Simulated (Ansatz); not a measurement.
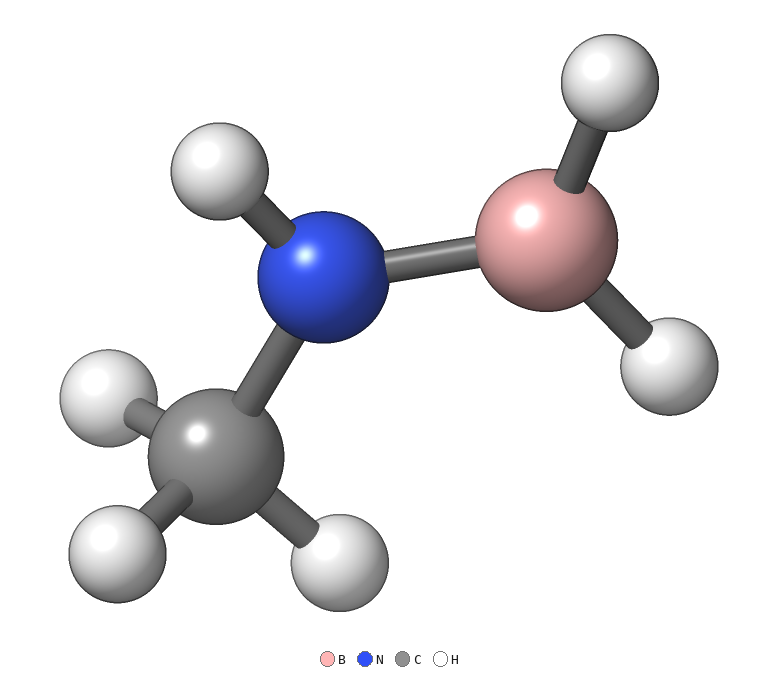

A ball-and-stick model of a molecule.

Computed geometry: PBE0-D4/def2-TZVP optimisation.

Which formula does it have?

CH6BN, 9 atoms: 1 carbon, 6 hydrogen, 1 boron and 1 nitrogen.

Count the bonded pairs by element.

3 C–H, 2 B–H, 1 B–N, 1 C–N, 1 N–H. Sticks follow a distance rule.

How many atoms are distinct by symmetry?

8: 1 B, 1 N, 1 C, 1 H, 1 H, 1 H, 1 H, 2 H.

More results for the same structure follow; atom numbers are the same in all pictures, views and colours differ.

### Dipole moment

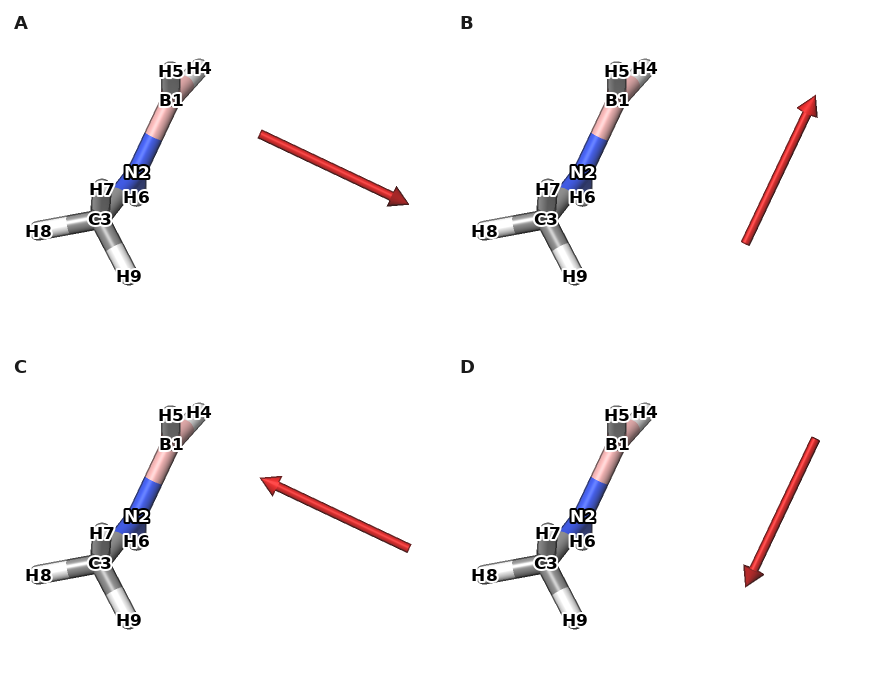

The same molecule four times, each with an arrow. Level of theory: RKS PBE0-D4/def2-TZVP (Ansatz 0.2.0).

Which arrow points along the dipole moment, from the negative to the positive end?

D. The dipole moment is 2.08 D; it points from the side of H4, H5 to the side of H8, H9 (the outermost atoms at the two ends).

### Charges

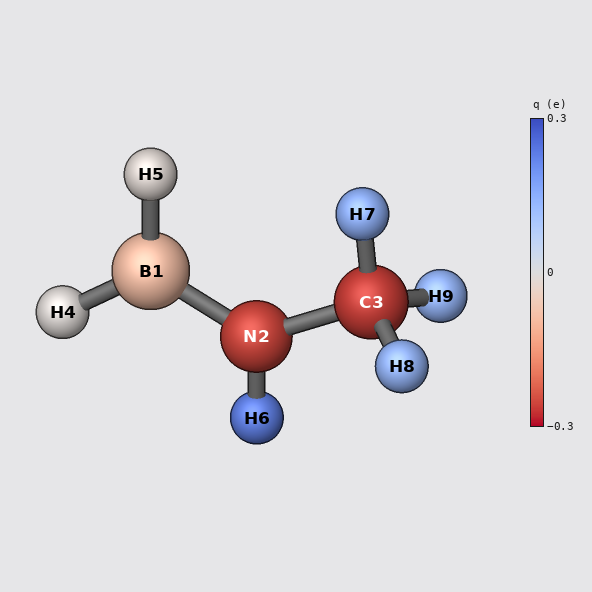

Atoms are coloured by their Mulliken charges. Method: RKS PBE0-D4/def2-TZVP (Ansatz 0.2.0).

Give the Mulliken charges atom by atom.

```tsv
atom	value (e)
B1	−0.08
N2	−0.25
C3	−0.26
H4	−0.01
H5	−0.01
H6	0.22
H7	0.14
H8	0.13
H9	0.13
```

### Vibrations

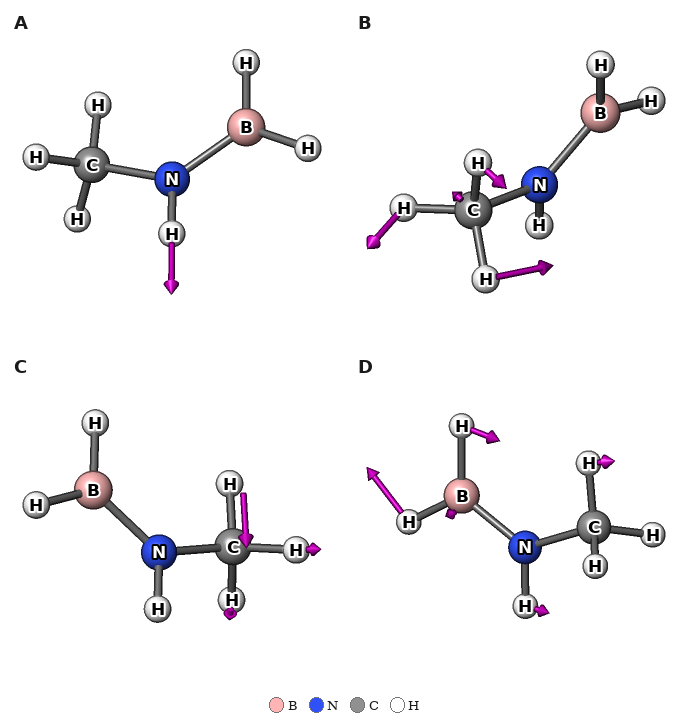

4 normal modes of one molecule or complex, as arrows. Harmonic vibrations computed with RKS PBE0-D4/def2-TZVP (Ansatz 0.2.0) at a stationary point of the same level.

Match the panels to the wavenumbers 898 cm⁻¹, 1149 cm⁻¹, 3146 cm⁻¹, 3617 cm⁻¹.

A: 3617 cm⁻¹, N–H stretching
B: 1149 cm⁻¹, H–C–N bending
C: 3146 cm⁻¹, C–H stretching
D: 898 cm⁻¹, H–B–N bending

Mulliken values depend strongly on the basis set and can even reverse the polarity of a bond.
